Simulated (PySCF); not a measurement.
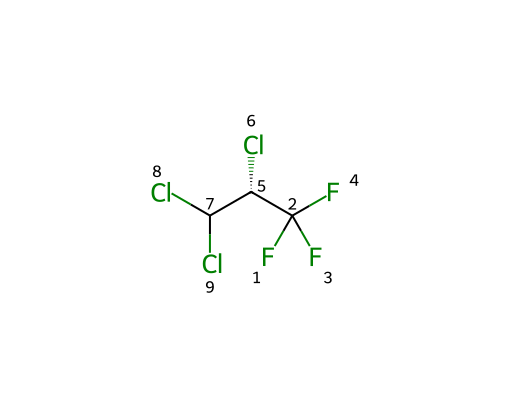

A structural formula, with wedges where it has stereocentres; small numbers name the atoms. The configuration is that of a computed structure (GFN2-xTB).

> What are the Cahn–Ingold–Prelog descriptors?

C5: R.

> Write the isomeric SMILES.

FC(F)(F)[C@@H](Cl)C(Cl)Cl
